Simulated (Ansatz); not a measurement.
# SiCF (quartet): correlated methods under varied settings

Aim: run SiCF (quartet) at one geometry under a spread of methods and options, and see what each costs and gives.

Program: Ansatz 0.2.0, Gaussian basis. Level of theory: the settings change from run to run. These are calculated values, not measurements.

23 further runs of the same task are left out: 4 for a known fault of the program, 6 that didn't finish, 13 set aside as unsound or not needed.

### Step 1. What is computed

The geometry is a PBE0/def2-TZVP stationary point (not a proven minimum) of the parent state, kept for this charge and spin.

3 atoms, charge 0, spin multiplicity 4.

Atoms are counted from 1 here; the program's logs count them from 0.

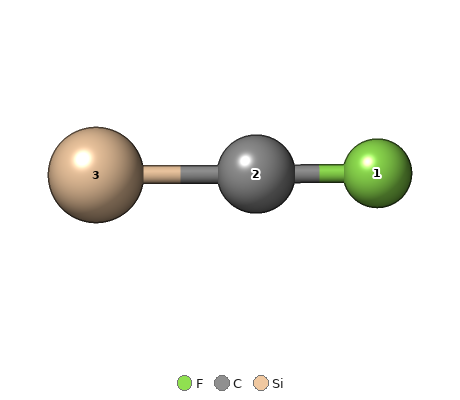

The geometry (fluorine green, carbon grey, silicon light orange); atoms are numbered from 1 in the order of the file.

### Step 2. CASSCF(5,4)/cc-pVDZ

Contents of in.yaml:

```yaml
crystal:
  periodic: [false, false, false]
  atoms:
    - {symbol: F, position_ang: [0.000000, 0.000000, -1.413044]}
    - {symbol: C, position_ang: [0.000000, 0.000000, -0.136834]}
    - {symbol: Si, position_ang: [0.000000, 0.000000, 1.549877]}
basis:
  gaussian: {orbitals: cc-pVDZ, point_charges: [{charge: 0.50, position_ang: [4.674, 0.804, -0.877]}]}
magnetization: {spin_polarized: false, initial_magnetization: 3}
correlation: {active_space: {window: {electrons: 5, orbitals: 4}, states: [{multiplicity: 4, weights: [1, 0.5, 1]}]}}
accuracy: high
output: {forces: true}
```

Command:

```sh
> ansatz run in.yaml --threads 1 --pin off --events-out ev --progress --plain --max-ram 2393MiB
```

Standard output:

```text
Functional definition: HF
  name "HF"
  cite "Fock, Z. Phys. 61, 126 (1930) doi:10.1007/BF01340294"
  parent pbe
  exchange = exact_x
  correlation = 0
887 factors; integrals over basis functions are off by at most 3.5e-9 eV
mean field evaluation 1: about -11591.4689 eV, gradient 1.6e1 eV
mean field evaluation 2: about -11591.4798 eV, gradient 1.6e1 eV
mean field evaluation 4: about -11592.5684 eV, gradient 3.2e0 eV
mean field evaluation 8: about -11592.6178 eV, gradient 8.5e-2 eV
mean field evaluation 16: about -11592.6179 eV, gradient 2.3e-6 eV
mean field evaluation 32: about -11592.6153 eV, gradient 1.6e-1 eV
mean field evaluation 64: about -11592.5761 eV, gradient 3.5e-1 eV
mean field -11592.61792650 eV, -426.0208510401 hartree, gradient 3.9e-8 eV, S^2 3.750000; 9 other end points of the search recorded, 0 dependent functions left out
reference -11592.61792650 eV, -426.0208510401 hartree; 16, 13 occupied and 30, 33 virtual orbitals, 887 factors
state -11592.21226330 eV, -426.0059431926 hartree
state -11590.48662321 eV, -425.9425270889 hartree
state -11589.85257236 eV, -425.9192261498 hartree
the calculation of the forces begins
Total energy: -11590.92325890 eV, -425.9585731548 hartree
Atom 0 at     0.000000     0.000000    -1.413044 Å, force    -0.041132    -0.007075    -0.349642 eV/Å
Atom 1 at     0.000000     0.000000    -0.136834 Å, force     0.065040     0.011188    -2.371152 eV/Å
Atom 2 at     0.000000     0.000000     1.549877 Å, force    -0.008011    -0.001378     2.709937 eV/Å
Dipole moment:    -0.060302    -0.010373     0.125994 e Å
```

Wall time 2.4 s (1 thread of Arm Neoverse V2, shared host).

From the report: 4 determinants; active occupations (of the averaged states) 1.40, 1.40, 1.20, 1.00.

### Step 3. BCCD on ROHF/STO-3G

Contents of in.yaml:

```yaml
crystal:
  periodic: [false, false, false]
  atoms:
    - {symbol: F, position_ang: [0.000000, 0.000000, -1.413044]}
    - {symbol: C, position_ang: [0.000000, 0.000000, -0.136834]}
    - {symbol: Si, position_ang: [0.000000, 0.000000, 1.549877]}
basis:
  gaussian: {orbitals: STO-3G}
magnetization: {spin_polarized: false, initial_magnetization: 3}
correlation: {method: bccd, electrons: outside_noble_gas}
scf: {omitted_lower_state_checks: [cluster_reference]}
```

Launched as before.

Standard output (excerpt; [...] marks lines left out):

```text
Functional definition: HF
  name "HF"
  cite "Fock, Z. Phys. 61, 126 (1930) doi:10.1007/BF01340294"
  parent pbe
[...]
231 factors; integrals over basis functions are off by at most 2.8e-5 eV
[...]
mean field -11450.58030716 eV, -420.8010648062 hartree, gradient 2.0e-6 eV, S^2 3.750000; 5 other end points of the search recorded, 0 dependent functions left out
7 core orbitals not correlated: weight in the atoms' cores, before any rotation towards them, 1.000 or more for the frozen orbitals, at most 0.000 for the correlated occupied ones
reference -11450.58030716 eV, -420.8010648062 hartree; 9, 6 occupied and 3, 6 virtual orbitals, 231 factors
second order -1.65517186 eV of doubles, -0.11223155 eV of singles
cycle   1  -2.16293736 eV  change   -3.9e-1 eV  update   7.9e-2
[...]
cycle  11  -2.41002277 eV  change   -8.8e-6 eV  update   1.1e-5
Total energy: -11452.99032993 eV, -420.8896315094 hartree
Checks for a lower state left out: cluster_reference
```

Wall time 0.3 s (1 thread of Arm Neoverse V2, shared host).

From the report: correlation -2.4100 eV; largest double amplitude 0.07.

### Step 4. MRCISD+Q(relaxed)(9,7)/STO-3G

in.yaml, as its differences from that of step 3:

```diff
@@ -9,3 +9,2 @@
 magnetization: {spin_polarized: false, initial_magnetization: 3}
-correlation: {method: bccd, electrons: outside_noble_gas}
-scf: {omitted_lower_state_checks: [cluster_reference]}
+correlation: {method: fic_mrcisd_q_relaxed, electrons: outside_noble_gas, active_space: {window: {electrons: 9, orbitals: 7}, states: [{multiplicity: 4, weights: [0.5, 1]}]}}
```

Same command.

Standard output (excerpt; [...] marks lines left out):

```text
Functional definition: HF
  name "HF"
  cite "Fock, Z. Phys. 61, 126 (1930) doi:10.1007/BF01340294"
  parent pbe
[...]
321 factors; integrals over basis functions are off by at most 4.6e-8 eV
[...]
mean field -11450.58046614 eV, -420.8010706484 hartree, gradient 1.5e-6 eV, S^2 3.750000; 5 other end points of the search recorded, 0 dependent functions left out
reference -11450.58046614 eV, -420.8010706484 hartree; 16, 13 occupied and 3, 6 virtual orbitals, 321 factors
state -11451.01804218 eV, -420.8171512714 hartree
state -11451.01804218 eV, -420.8171512714 hartree
contracted CI cycle   1: correlation -0.00000000 eV, -0.0000000000 hartree, residual 9.63e0 eV
contracted CI cycle   2: correlation -1.86348038 eV, -0.0684816407 hartree, residual 2.10e0 eV
contracted CI cycle   3: correlation -1.99010328 eV, -0.0731349464 hartree, residual 1.07e0 eV
[...]
contracted CI cycle   5: correlation -2.01847653 eV, -0.0741776445 hartree, residual 1.51e-1 eV
contracted CI cycle   6: correlation -2.01912157 eV, -0.0742013490 hartree, residual 6.90e-2 eV
contracted CI cycle   7: correlation -2.01922900 eV, -0.0742052971 hartree, residual 2.63e-2 eV
contracted CI cycle   8: correlation -2.01924472 eV, -0.0742058749 hartree, residual 9.17e-3 eV
contracted CI cycle   9: correlation -2.01924699 eV, -0.0742059581 hartree, residual 3.31e-3 eV
contracted CI cycle  10: correlation -2.01924723 eV, -0.0742059672 hartree, residual 1.17e-3 eV
state -11451.01804218 eV, -420.8171512714 hartree; corrected -11453.15127832 eV, -420.8955462535 hartree
state -11451.01804218 eV, -420.8171512714 hartree; corrected -11453.15127832 eV, -420.8955462535 hartree
an earlier search ended where averaged states of different weights were degenerate, so these states were given the mean of their weights and the orbitals were optimised with it
Total energy: -11453.15127832 eV, -420.8955462535 hartree
```

Wall time 1.6 s (1 thread of Arm Neoverse V2, shared host).

From the report: 55 determinants; active occupations (of the averaged states) 2.00, 2.00, 1.97, 1.00, 1.00, 0.52, 0.52.

### Step 5. CCSD(T) on ROHF/6-31++G**

Contents of in.yaml:

```yaml
crystal:
  periodic: [false, false, false]
  atoms:
    - {symbol: F, position_ang: [0.000000, 0.000000, -1.413044]}
    - {symbol: C, position_ang: [0.000000, 0.000000, -0.136834]}
    - {symbol: Si, position_ang: [0.000000, 0.000000, 1.549877]}
basis:
  gaussian: {orbitals: "6-31++G**"}
magnetization: {spin_polarized: false, initial_magnetization: 3}
correlation: {method: ccsd_t, electrons: outside_noble_gas}
accuracy: high
output: {forces: true}
```

Same command.

Standard output (excerpt; [...] marks lines left out):

```text
Functional definition: HF
  name "HF"
  cite "Fock, Z. Phys. 61, 126 (1930) doi:10.1007/BF01340294"
  parent pbe
[...]
1031 factors; integrals over basis functions are off by at most 3.7e-9 eV
[...]
mean field -11592.21262093 eV, -426.0059563353 hartree, gradient 1.4e-8 eV, S^2 3.750000; 9 other end points of the search recorded, 0 dependent functions left out
[...]
determinant -11592.21262093 eV, -426.0059563353 hartree, with singles and doubles -11601.71410455 eV, -426.3551294180 hartree
determinant -11590.35146754 eV, -425.9375602099 hartree, with singles and doubles -11600.08866440 eV, -426.2953955941 hartree
determinant -11589.75387230 eV, -425.9155989898 hartree, with singles and doubles -11599.29221893 eV, -426.2661267629 hartree
determinant -11589.70603011 eV, -425.9138408217 hartree, with singles and doubles -11599.66882478 eV, -426.2799667727 hartree
7 core orbitals not correlated: weight in the atoms' cores, before any rotation towards them, 1.000 or more for the frozen orbitals, at most 0.000 for the correlated occupied ones
reference -11592.21262093 eV, -426.0059563353 hartree; 9, 6 occupied and 45, 48 virtual orbitals, 1031 factors
second order -8.62345771 eV of doubles, -0.16398260 eV of singles
cycle   1  -9.49061958 eV  change   -1.6e-1 eV  update   2.5e-2
[...]
cycle  22  -9.51791099 eV  change  -3.7e-11 eV  update  8.1e-10
perturbative correction -0.26761522 eV, -0.0098346778 hartree
[...]
Total energy: -11601.99814714 eV, -426.3655677905 hartree
Atom 0 at     0.000000     0.000000    -1.413044 Å, force    -0.000000    -0.000000    -1.785252 eV/Å
Atom 1 at     0.000000     0.000000    -0.136834 Å, force     0.000000     0.000000    -4.456554 eV/Å
Atom 2 at     0.000000     0.000000     1.549877 Å, force    -0.000000    -0.000000     6.241806 eV/Å
Dipole moment:    -0.000000     0.000000    -0.280764 e Å
```

It took 34 s on 1 thread of Arm Neoverse V2, shared host; peak memory 0.43 GiB.

From the report: correlation -9.7855 eV; T1 0.027; largest double amplitude 0.06.

### Step 6. All runs side by side

| level | correlated | functions | energy (eV) | time |
| --- | --- | --- | --- | --- |
| CASSCF(5,4)/cc-pVDZ (mean of several states, beside a point charge) |  | 46 | -11590.9233 | 2.4 s |
| BCCD on ROHF/STO-3G | outside noble gas | 19 | -11452.9903 | 0.3 s |
| MRCISD+Q(relaxed)(9,7)/STO-3G (mean of several states) | outside noble gas | 19 | -11453.1513 | 1.6 s |
| CCSD(T) on ROHF/6-31++G** | outside noble gas | 61 | -11601.9981 | 34 s |

### Step 7. Summary of results

| quantity | value |
| --- | --- |
| runs | 4 |
| quickest | BCCD on ROHF/STO-3G, 0.3 s |
| slowest | CCSD(T) on ROHF/6-31++G**, 34 s |

In words: Total energies in different bases, with other cores or another treatment of relativity can't be set against each other. CCSD(T) on ROHF/6-31++G** took 113 times as long as BCCD on ROHF/STO-3G; the jobs differ in more than the method.
